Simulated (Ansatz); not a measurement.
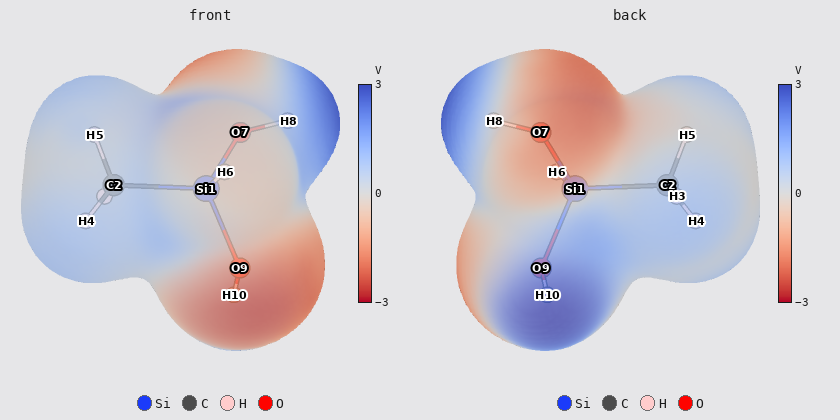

CH6O2Si. The electrostatic potential painted on the density surface at 0.002 e/bohr³, seen from the front and from behind; the colour scale runs from red (negative) to blue (positive).

Method: RKS r2SCAN/6-31G (Ansatz).

```yaml
atoms:
  - { symbol: Si, position_ang: [-0.0784, -0.0508, 0.0970] }
  - { symbol: C, position_ang: [0.0572, 0.0389, 1.9735] }
  - { symbol: H, position_ang: [-0.9310, -0.0753, 2.4331] }
  - { symbol: H, position_ang: [0.7195, -0.7418, 2.3621] }
  - { symbol: H, position_ang: [0.4514, 1.0160, 2.2733] }
  - { symbol: H, position_ang: [1.2162, 0.1354, -0.6362] }
  - { symbol: O, position_ang: [-1.2164, 1.1880, -0.2813] }
  - { symbol: H, position_ang: [-1.4472, 1.4330, -1.1919] }
  - { symbol: O, position_ang: [-0.5890, -1.5961, -0.4738] }
  - { symbol: H, position_ang: [-1.3832, -2.0437, -0.1383] }
```

### Where is the surface potential most negative and most positive?

The most negative region (about −2.1 V, or −48 kcal/mol for a unit charge) lies over O9, the most positive (about +2.6 V, or +60 kcal/mol for a unit charge) over H8 and H10. O9 is the likeliest acceptor of a hydrogen bond.
